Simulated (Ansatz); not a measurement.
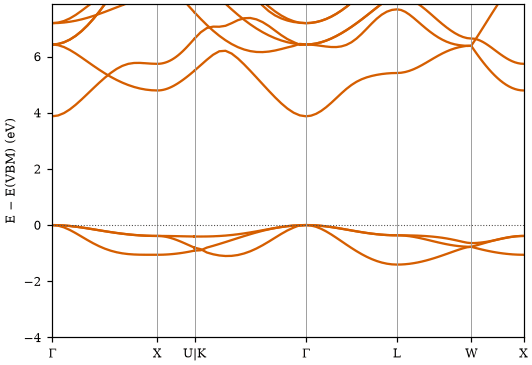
Figure: Band structure from DFT-PBEsol in the program Ansatz with PAW potentials

Question: Read off the gap and where the band edges lie.

Answer: About 3.9 eV (3.87 eV by a search for the band edges); maximum at Γ, minimum at Γ.

The material is KI (rock salt, Fm-3m).

Symmetry was held in the PBEsol relaxation. Spin–orbit coupling is left out wherever it is not named.

Potentials: the later of the program's two PAW sets.
